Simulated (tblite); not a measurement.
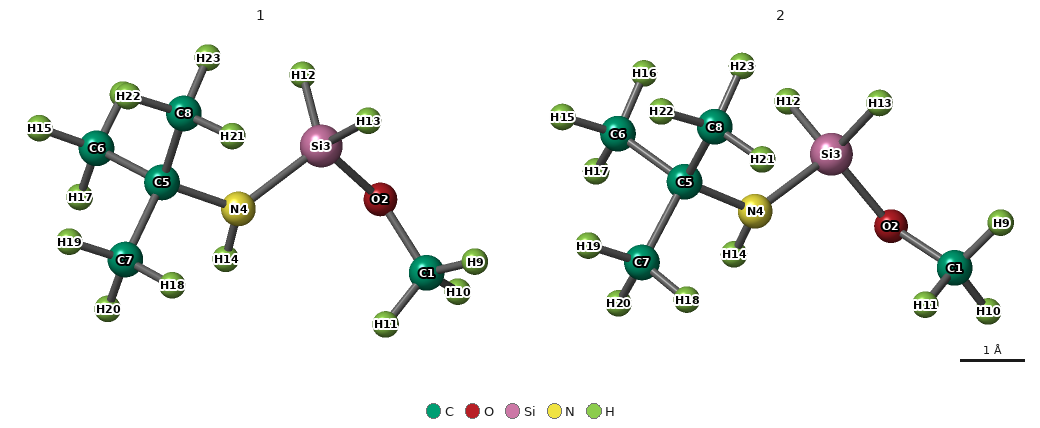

Two geometries of C5H15NOSi, drawn at one scale. One is the start of a relaxation, the other its converged end. The picture is a ball-and-stick view, seen at a tilt.

The calculation used GFN2-xTB geometry optimisation, gas phase in tblite 0.8.0. 

Question: Which geometry has the lower energy?

Answer: Structure 1 is the relaxed one. After 150 geometry steps the energy has fallen by 0.339 eV. The atom that moves furthest after the best rigid fit is H11 (0.93 Å). Largest moves by element: H 0.93 Å, Si 0.51 Å, O 0.48 Å, C 0.38 Å, N 0.18 Å. Some distances before and after: C1–O2 1.431 → 1.391 Å, O2–Si3 1.650 → 1.625 Å, N4–C5 1.474 → 1.452 Å, C6–H16 1.109 → 1.087 Å. Bond angles that change, for instance: O2–Si3–H12 110.5° → 97.3°, N4–Si3–H12 106.9° → 118.2°, C1–O2–Si3 118.1° → 128.3°. The run took 2.1 s on 1 thread of Arm Neoverse N1 (shared host).
